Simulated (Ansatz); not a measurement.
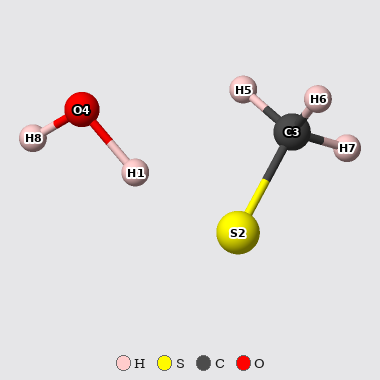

The system is the reacting system CH₅OS (fragments CH₄S + HO where the first distance is long, H₂O + CH₃S where the second is long), spin multiplicity 2; the picture shows the reference structure. Coordinates scanned: (1) distance H1–O4 (bond that forms); (2) distance H1–S2 (bond that breaks). Relaxed at each point: all other coordinates. The grid has 13 × 13 points. At 13 points there is no value. Points are written as (first, second). Energies: kJ/mol, counted from the lowest grid point. Energies and slopes of some neighbouring points disagree (a jump in structure or state, or too coarse a mesh). In part of the range the unrestricted reference is strongly spin-contaminated. Computed with UHF/def2-SVP (Ansatz).

Its coordinates:

```csv
atom,x (Å),y (Å),z (Å)
H,-0.1071,-1.1001,0.6724
S,1.4363,-0.2153,0.4357
C,0.4766,1.0556,-0.4197
O,-1.3366,-1.3744,0.5876
H,-0.4641,0.6245,-0.7507
H,0.2780,1.8454,0.3060
H,1.0547,1.4682,-1.2434
H,-1.3378,-2.3040,0.4119
```

Range: distance H1–O4 (bond that forms) from 0.873 to 2.673 Å; distance H1–S2 (bond that breaks) from 1.224 to 2.724 Å.

What will the energy surface look like?

Answer. The lowest grid point is at (0.954 Å, 2.724 Å). It lies in a valley that leaves the map towards separated partners. The highest grid point, (0.873 Å, 1.224 Å), lies 481 kJ/mol above the lowest.

| second ↓, first → | 0.873 | 0.954 | 1.065 | 1.191 | 1.329 | 1.476 | 1.630 | 1.791 | 1.957 | 2.129 | 2.306 | 2.487 | 2.673 |
| --- | --- | --- | --- | --- | --- | --- | --- | --- | --- | --- | --- | --- | --- |
| 2.724 | 19 | 0 | 31 | 103 | 199 | 287 | 324 | 342 | 350 | 354 | – | – | – |
| 2.569 | 20 | 1 | 31 | 102 | 197 | 286 | 323 | 340 | 348 | 351 | 353 | – | – |
| 2.418 | 23 | 3 | 32 | 102 | 195 | 286 | 319 | 336 | 344 | 347 | 348 | – | – |
| 2.271 | 29 | 7 | 35 | 103 | 193 | 285 | 314 | 329 | 336 | 339 | 340 | 340 | – |
| 2.128 | 39 | 16 | 41 | 106 | 193 | 273 | 304 | 317 | 324 | 326 | 327 | 326 | – |
| 1.989 | 56 | 30 | 51 | 112 | 194 | 262 | 287 | 298 | 303 | 304 | 304 | 304 | 303 |
| 1.855 | 82 | 52 | 68 | 123 | 198 | 245 | 261 | 267 | 269 | 269 | 268 | 267 | 265 |
| 1.726 | 115 | 84 | 94 | 140 | 206 | 219 | 225 | 224 | 221 | 218 | 215 | 213 | 211 |
| 1.604 | 159 | 123 | 127 | 166 | 184 | 189 | 184 | 177 | 171 | 166 | 163 | 161 | 158 |
| 1.489 | 218 | 174 | 162 | 172 | 173 | 162 | 149 | 138 | 130 | 125 | 122 | 119 | – |
| 1.384 | 294 | 239 | 208 | 192 | 172 | 150 | 131 | 117 | 108 | 102 | 99 | 96 | – |
| 1.291 | 390 | 318 | 266 | 227 | 190 | 158 | 135 | 119 | 108 | 102 | 99 | 96 | – |
| 1.224 | 481 | 396 | 326 | 270 | 221 | 183 | 156 | 138 | 127 | 121 | 117 | 114 | – |

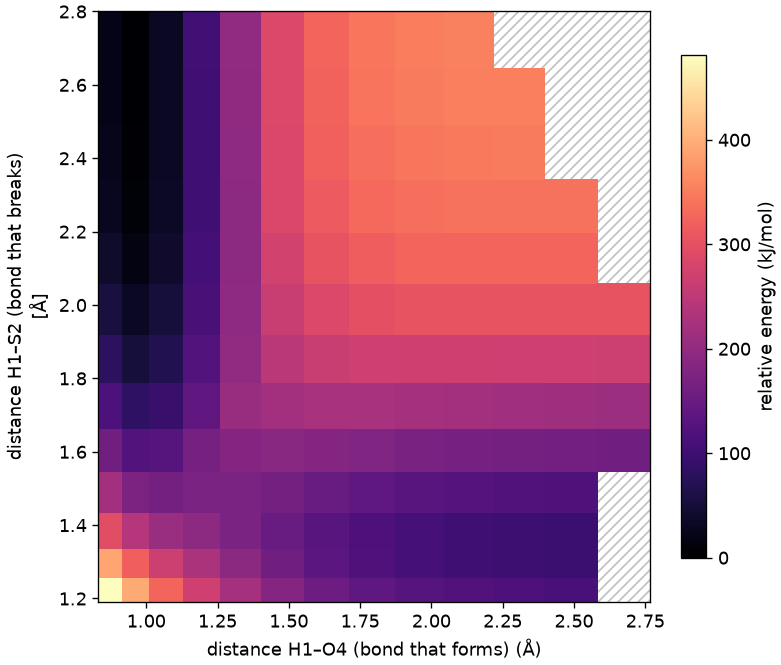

The picture shows one coloured cell a grid point, hatched blanks where no value was computed.

The whole map (156 points run) took 51 min on 1 thread of Arm Neoverse V1, on a shared host.
